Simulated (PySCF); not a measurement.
C$_{6}$H$_{11}$ClOSi

```
atom    x (Å)    y (Å)    z (Å)
   C   3.3675   0.2228   0.0783
   C   2.1227   0.6767   0.2232
   C   0.9934   0.4226  -0.7257
   C  -0.1925  -0.2769  -0.0631
   C  -1.3673  -0.5917  -1.0030
   C  -2.6011  -0.8589  -0.1416
   O  -2.6435   0.1095   0.8958
  Si  -1.1155   0.6401   1.3041
  Cl  -0.5496   0.0126   3.1913
   H   4.1444   0.4415   0.8152
   H   3.6550  -0.3860  -0.7858
   H   1.8825   1.2759   1.1129
   H   0.6492   1.3857  -1.1483
   H   1.3554  -0.1761  -1.5792
   H   0.1617  -1.2172   0.3992
   H  -1.5622   0.2846  -1.6468
   H  -1.1505  -1.4419  -1.6711
   H  -3.5330  -0.7884  -0.7237
   H  -2.5575  -1.8735   0.2967
   H  -1.0614   2.1237   1.3273
```

Geometry: PBE0-D3(BJ)/def2-SVP.

These are results of PySCF, PBE0/pcSseg-1, SCF density, gas phase, non-relativistic, not measurements.

Predict the electron density and electron localisation function between the atoms.

Answer. C–O (1.42 Å): ρ at the midpoint is about 2 e/Å³, with its minimum of 1.7 e/Å³ about 0.5 Å from C; the ELF peaks at about 0.85 between the atoms (a polar covalent bond).
Si–O (1.67 Å): the density is about 1.1 e/Å³ at the midpoint; the ELF peaks at about 0.85 between the atoms, as expected for a shared but strongly polarised pair.
C–Si (1.89 Å): ρ is about 0.97 e/Å³ halfway; the ELF peaks at about 0.95 between the atoms, as expected for localised, covalent bonding.
C–H (1.10 Å): ρ at the midpoint is about 2 e/Å³; the ELF climbs to about 1 towards the hydrogen, as it does in any bond to H (a covalent bond by its length).

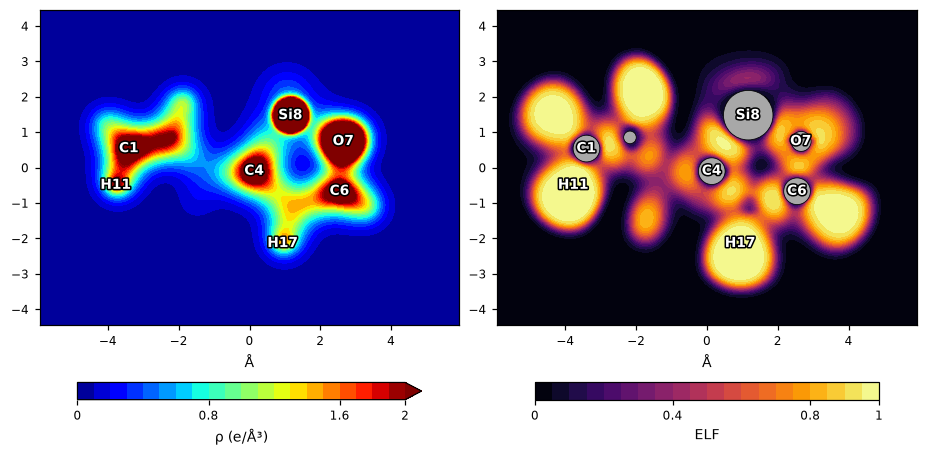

Computed electron density and electron localisation function on the plane of atoms C4, Si8 and O7, in this order. Grey discs cover the atomic cores in the ELF map. 
